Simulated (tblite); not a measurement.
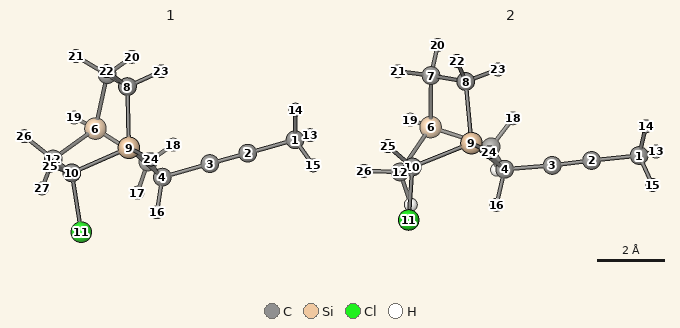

Two geometries of C$_{9}$H$_{15}$ClSi$_{2}$, drawn at one scale. One is the start of a relaxation, the other its converged end. A ball-and-stick model, seen face on.

All numbers below come from GFN2-xTB geometry optimisation, gas phase (tblite 0.8.0). 

Which geometry has the lower energy?

Structure 2 is the relaxed one. The atom that moves furthest after the best rigid fit is an H atom (1.14 Å). Largest moves by element: H 1.14 Å, Cl 1.10 Å, C 0.50 Å, Si 0.19 Å. Near-neighbour distances that change, for instance: Si–Si 2.745 → 3.007 Å, C–C 1.486 → 1.546 Å, C–Si 1.854 → 1.911 Å, C–C 1.493 → 1.445 Å. Bond angles that change, for instance: C–Si–H 105.1° → 114.8°, H–C–H 115.0° → 106.1°, C–C–H 116.2° → 108.6°. The energy falls by 0.992 eV in 193 geometry steps. Cost: 3.7 s on 2 threads of Intel(R) Xeon(R) Platinum 8488C, with other jobs on the host.
